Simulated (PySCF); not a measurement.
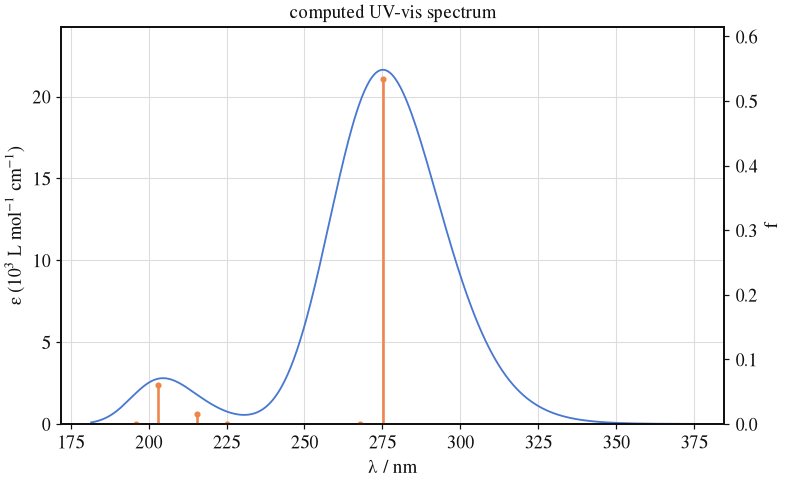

Vertical TDDFT excitations, CAM-B3LYP/def2-SVPD (IEF-PCM chloroform) with PySCF, at a PBE0-D3(BJ)/def2-SVP geometry (no frequency check). The lowest 6 singlet states are shown; each is broadened by a Gaussian of 1/e half-width 0.40 eV. Sticks give oscillator strengths (right axis).

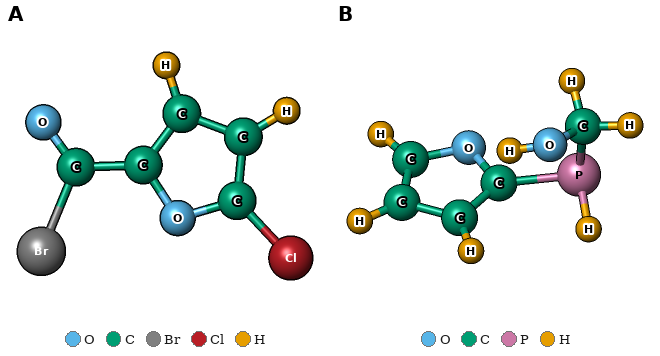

### Whose absorption spectrum is this? Choose among the lettered structures.

Structure A, C₅H₂BrClO₂, SMILES O=C(Br)c1ccc(Cl)o1. Its lowest singlet lies at 4.51 eV (f = 0.534) and the brightest of those computed is S1 at 4.51 eV (275 nm), f = 0.534, mainly HOMO → LUMO (97 %).

Note: spin-orbit coupling is left out, and with Br it can shift these levels and split any degenerate set; one conformer of a flexible molecule; core orbitals are frozen in the response.
